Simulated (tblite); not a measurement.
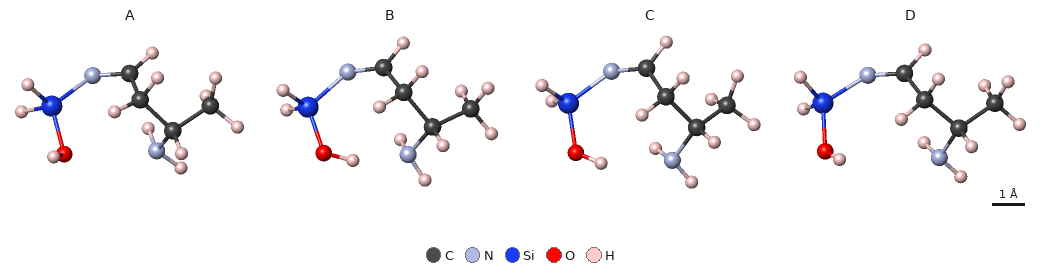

4 geometries from one relaxation of C4H12N2OSi, in shuffled order. A ball-and-stick model, seen face on.

Computed with GFN2-xTB geometry optimisation, gas phase in tblite 0.8.0. 

**Order the frames from highest to lowest energy.**

A, D, C, B. They are steps 0, 70, 104, 158, at +130.4 kJ/mol, +18.0 kJ/mol, +11.1 kJ/mol relative to the last. After 158 geometry steps the energy has fallen by 130.4 kJ/mol. An H atom moves most after the best rigid fit: 1.77 Å. By element the largest moves are H 1.77 Å, N 0.50 Å, C 0.34 Å, O 0.16 Å, Si 0.14 Å. Some distances before and after: O–Si 1.683 → 1.625 Å, H–N 1.070 → 1.014 Å, C–H 1.139 → 1.091 Å, H–O 1.009 → 0.973 Å. Bond angles that change, for instance: Si–O–H 107.8° → 118.2°, H–Si–H 104.6° → 114.9°, C–C–N 117.9° → 127.5°. Groups turn about O–Si by about 140°, C–C by about 25°. Cost: 1 s on 1 thread of Arm Neoverse V2 (shared host).
